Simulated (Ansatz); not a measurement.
CH₅InS (InH2(SMe))

The calculation's input:

```
crystal:
  periodic: [false, false, false]
  atoms:
    - {symbol: In, position_ang: [0.722632, 1.447729, -0.953213]}
    - {symbol: H, position_ang: [1.929582, 0.262210, -1.280581]}
    - {symbol: H, position_ang: [0.611396, 3.086100, -1.451505]}
    - {symbol: S, position_ang: [-1.079240, 0.643579, 0.408345]}
    - {symbol: C, position_ang: [-0.608063, -1.096248, 0.761349]}
    - {symbol: H, position_ang: [0.263686, -1.405297, 0.188534]}
    - {symbol: H, position_ang: [-1.447768, -1.739084, 0.503983]}
    - {symbol: H, position_ang: [-0.392235, -1.198990, 1.823097]}
basis:
  gaussian: {orbitals: def2-TZVP, initial_orbitals: start.molden}
hamiltonian: {xc: pbe0, dispersion: d4}
scf: {omitted_lower_state_checks: [starts]}
output: {orbitals: {seedname: orbitals}}
```

Launched as:

```sh
ansatz run in.yaml --threads 4 --pin off --events-out ev --progress --plain --max-ram 3916MiB
```

Geometry: B3LYP-D4/def2-TZVP; core potentials replace the inner electrons of In.

Computed with Ansatz, RKS PBE0-D4/def2-TZVP.

**Predict the electron density and electron localisation function between the atoms.**

C–S (1.84 Å): ρ is about 1.2 e/Å³ halfway; the ELF peaks at about 0.90 between the atoms: localised, covalent bonding.
In–S (2.40 Å): the density is about 0.57 e/Å³ at the midpoint; the ELF peaks at about 0.85 in the valence shell of S, 0.9 Å from its nucleus, and drops to about 0.15 between the two atoms.
C–H (1.09 Å): the density is about 2 e/Å³ at the midpoint; the ELF climbs to about 1 towards the hydrogen, as it does in any bond to H: a covalent bond by its length.
In–H (1.72 Å): ρ is about 1.2 e/Å³ halfway; the ELF climbs to about 1 towards the hydrogen.

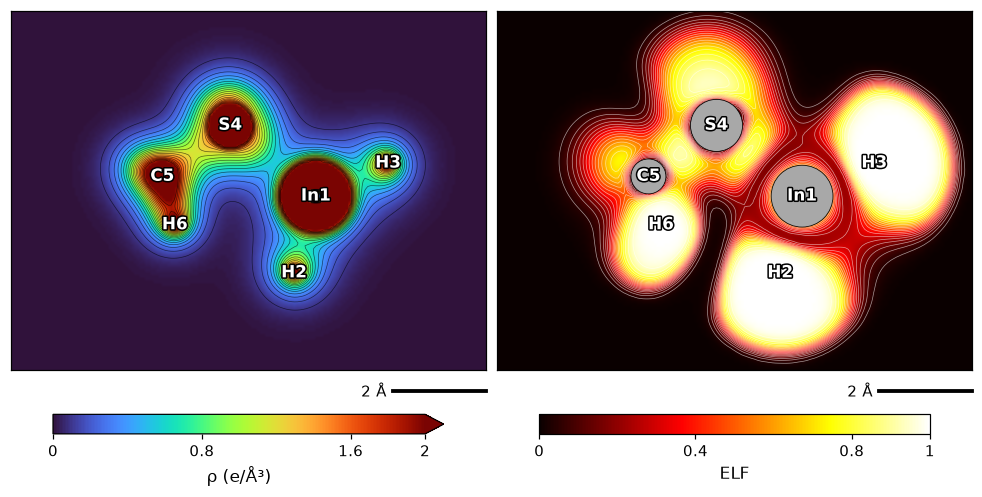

Computed electron density and electron localisation function on the plane of atoms H3, In1 and S4, in this order. Grey discs cover the atomic cores in the ELF map. 
